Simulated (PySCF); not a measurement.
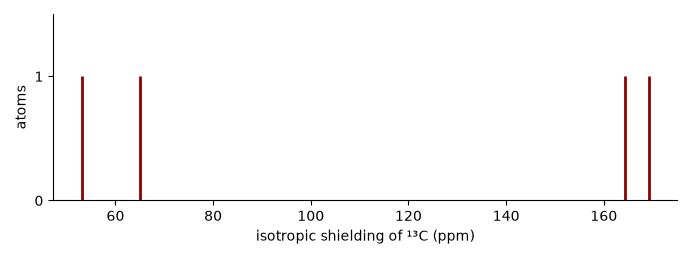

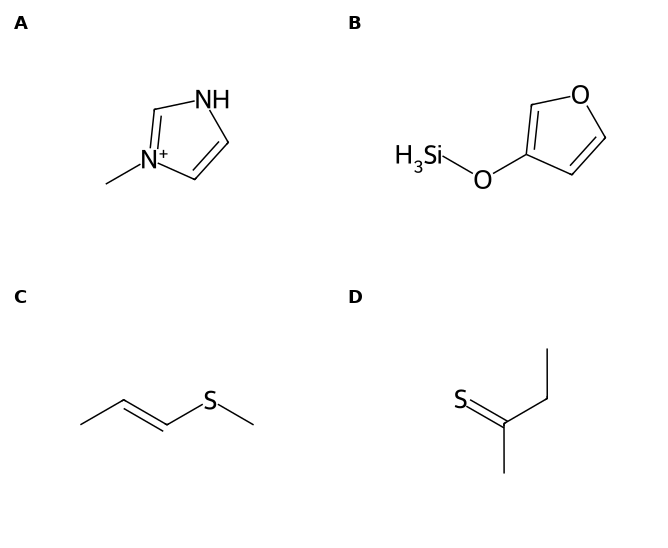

The sticks are computed shieldings of one of the molecules, for one fixed geometry (GFN2-xTB) without averaging over rotations. Low shielding means a high chemical shift. Method: GIAO PBE0/pcSseg-1 NMR shielding, non-relativistic, gas phase (PySCF 2.14.0).

Question: Match the spectrum to a structure.

Answer: C, `C/C=C/SC`. Its 4 C atoms give lines at 53.1, 65.0, 164.3, 169.2 ppm.
